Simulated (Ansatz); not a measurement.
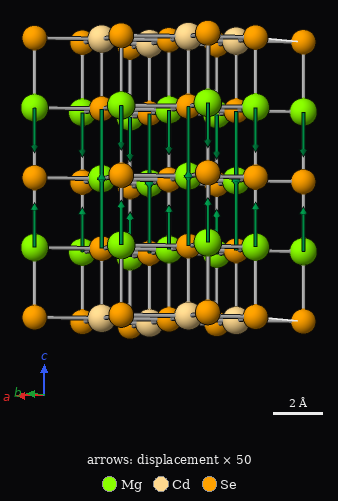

This is a relaxation of a crystal of Mg₃CdSe₄ (a generated structure, set up in P4/mmm). The starting structure is drawn; green arrows show the displacements (the part carried along by the change of the cell is left out), magnified 50 times.

Style: ball-and-stick. Shown: the cell of the calculation, repeated 2 × 2 × 1 with one cell outlined, from a free direction.

These are results of DFT PBE, scalar-relativistic, plane waves, PAW in Ansatz 0.2.0, not measurements. (plane-wave cutoff 420 eV; k-point mesh 10 × 10 × 4; occupations gaussian; smearing width 0.02 eV; no spin polarisation; cell and atoms relaxed; force threshold 0.01 eV/Å; at most 80 steps)

Atoms of which element are displaced furthest, and by how much?

Selenium: up to 0.063 Å, against 0.037 Å for magnesium.

What happened in the run?

Over 5 accepted moves (6 points after the start) the energy falls by 27.6 meV per atom. The largest force component goes from 0.26 to 0.008 eV/Å. The pressure goes from −4.09 to 0.00 GPa. At 1 point the geometry stayed and the basis and grid were re-selected for the new cell (energy shift of 0.2 meV per atom at most each time). The largest moves relative to the cell, 0.063 Å, are those of Se atoms. By element the largest moves are Se 0.063 Å, Mg 0.037 Å. Cd stays in place. Cell: a = b 4.051 → 3.940 Å (−2.7 %), c 11.458 → 11.169 Å (−2.5 %). Volume −7.8 %. Among the contacts that change: Mg–Se 2.864 → 2.729 Å, Mg–Se 2.864 → 2.755 Å, Cd–Se 2.864 → 2.786 Å, Mg–Se 2.864 → 2.786 Å. The space group stays P4/mmm (No. 123).
